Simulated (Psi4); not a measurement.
Reaction (SMILES): FCF + 2 [H][H] (H2) → C (CH4) + 2 F (HF)
B3LYP-D3(BJ)/def2-TZVP geometries, fixed; electronic energies without zero-point terms.

Basis-set convergence of the energy of full hydrogenation at B3LYP with Psi4. Cartesian d functions, on some or all atoms, in 6-31G*; all else is spherical. Density fitting with the program's default auxiliary sets. Psi4's default fitting sets serve the pcseg sets less well. No added dispersion term, no relativity. Functions are those of the species that has most. Reference: the value in def2-QZVPPD, -44.30 kcal/mol, itself unsure by roughly 1.24 kcal/mol (its mean distance from def2-QZVPP, cc-pVQZ). Deviations are taken from unrounded values.

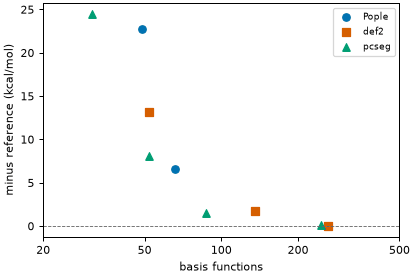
Figure. Deviation from the reference against the number of basis functions, by family of sets.

| basis | functions | energy of full hydrogenation (kcal/mol) | minus reference (kcal/mol) |
|---|---|---|---|
| pcseg-0 | 31 | -19.82 | 24.48 |
| 6-31G* | 49 | -21.58 | 22.72 |
| def2-SVP | 52 | -31.14 | 13.16 |
| pcseg-1 | 52 | -36.19 | 8.11 |
| 6-311G** | 66 | -37.78 | 6.52 |
| aug-pcseg-1 | 87 | -42.80 | 1.50 |
| def2-TZVPD | 135 | -42.58 | 1.72 |
| pcseg-3 | 246 | -44.17 | 0.13 |
| def2-QZVPPD | 261 | -44.30 | 0.00 |
